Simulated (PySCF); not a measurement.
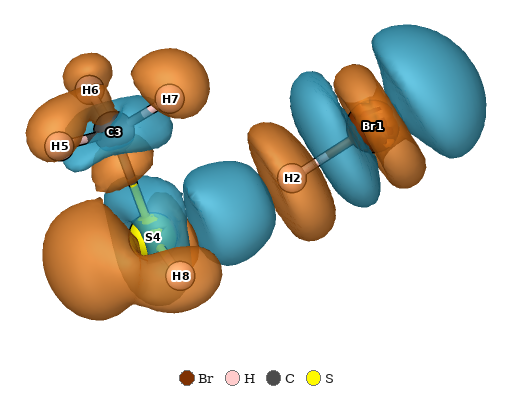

Figure. CH₅BrS, SMILES `Br.CS`. Density of the complex less the densities of the two fragments at the same geometry, ±0.003 e/Å³ (light blue: gain, orange: loss). Fragment A: HBr (atoms 1–2); fragment B: H4CS.

Method: B3LYP/def2-SVPD; geometry: GFN2-xTB; program: PySCF. GFN2-xTB bond lengths at metals and heavier atoms can be off by up to 0.1 Å and shapes distorted, which carries into these values.

Cartesian coordinates (Å):

```
Br1      1.5776    0.0325    0.0041
H2       0.2587   -0.4577   -0.1904
C3      -2.3088    1.1197    0.0137
S4      -2.0289   -0.6796   -0.0819
H5      -3.2820    1.3092    0.4546
H6      -2.2854    1.4876   -1.0071
H7      -1.5201    1.5849    0.5968
H8      -2.0712   -0.9075    1.2307
```

### Which way does charge flow?

Hirshfeld charges show 0.051 e passing from B to A. By Hirshfeld charges, electrons gather most on Br1 (−0.062 e) and leave S4 most (+0.016 e); 0.12 e is displaced in all, which induces a dipole of 1.35 D.

### What is the interaction energy, and which contacts carry it?

The counterpoise-corrected interaction energy of the frozen fragments is −3.0 kcal/mol without dispersion correction and −5.4 kcal/mol with D3(BJ). The pair geometry is semi-empirical, not a minimum at this level. Contacts: H2···S4, hydrogen bond, 2.30 Å, ρ = 0.026 a.u. The pose is a local one from a semi-empirical search, not shown to be the most stable.
